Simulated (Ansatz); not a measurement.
Relaxed CdSe (wurtzite):

```xyz
4
Lattice="4.3827 0.0000 0.0000 -2.1914 3.7955 0.0000 0.0000 0.0000 7.1545" Properties=species:S:1:pos:R:3 pbc="T T T"
Cd     2.1914     1.2652     0.0034
Cd     0.0000     2.5304     3.5806
Se     2.1914     1.2652     4.4696
Se     0.0000     2.5304     0.8924
```

Scan: atom 4 (Se, nearest neighbour Cd at 2.682 Å; its periodic images, 4.4 Å or more away, move with it) is displaced along Cartesian z, direction (0.000, 0.000, 1.000) in Cartesian axes, by s. The other atoms stay.

Computed with PBE (plane waves to 420 eV, PAW, scalar-relativistic; Ansatz, a program for electronic structure). k mesh 7×7×4 (Γ-centred), Fermi-Dirac smearing 0.05 eV. The energy includes the smearing's −TS. Left out: 1 of 11 points, with atoms too close for the PAW data. CdSe was relaxed with its symmetry unable to fall. ΔE is measured from the undisplaced structure.

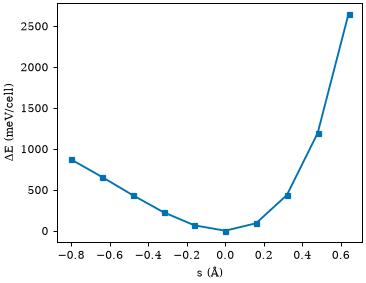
Figure: ΔE (meV/cell) against s (Å); markers are the computed points, lines only join them.

### Question
Is the energy the same for displacements of ±0.640 Å, and if not, which side lies higher?

### Answer
Not even: the positive side lies higher at ±0.640 Å.

### Question
What is the energy change at s = 0.640 Å?

### Answer
About 2600 meV/cell.

(A displaced cell: forces are minus the slopes of the energy, force constants its curvatures, and phonons follow from these.)
